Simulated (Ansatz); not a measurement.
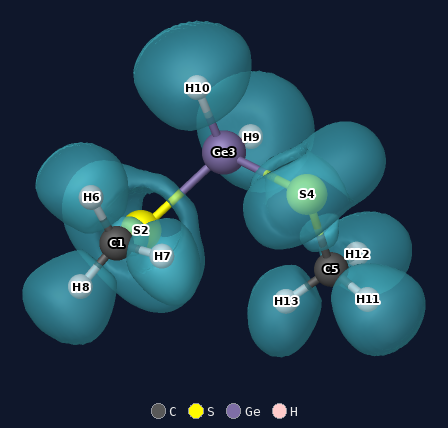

Figure. C2H8GeS2. Isosurface of the ELF at 0.8 (cyan), seen at a tilt. Only the valence region is drawn (cores and ρ < 0.01 e/Å³ removed).

Geometry: PBE0-D4/def2-TZVP.

Theory: RKS PBE0-D4/def2-TZVPP (Ansatz).

```xyz
13

C    -1.7529    0.3389    1.4002
S    -1.0518    1.4858    0.1828
Ge    1.0883    0.9616    0.3895
S     1.4019   -1.1832   -0.0563
C     0.7625   -1.2259   -1.7529
H    -1.4755    0.6251    2.4147
H    -1.4277   -0.6823    1.2005
H    -2.8364    0.3958    1.2989
H     1.8250    1.8637   -0.6141
H     1.5826    1.1518    1.8329
H     0.7295   -2.2736   -2.0508
H     1.4187   -0.6836   -2.4337
H    -0.2440   -0.8092   -1.7967
```

Q: Describe the localisation domains.

A: The surface consists of two regions between bonded C–S atoms (shared pairs), eight regions around hydrogen nuclei and two regions on S in which the atom's valence shell and bonds are merged.

Values along the shortest contacts:
C–S (1.81 Å): the ELF peaks at about 0.90 between the atoms; localised, covalent bonding. Ge–S (2.21 Å): the ELF peaks at about 0.90 in the valence shell of S, 0.9 Å from its nucleus, and is about 0.80 at the midpoint.
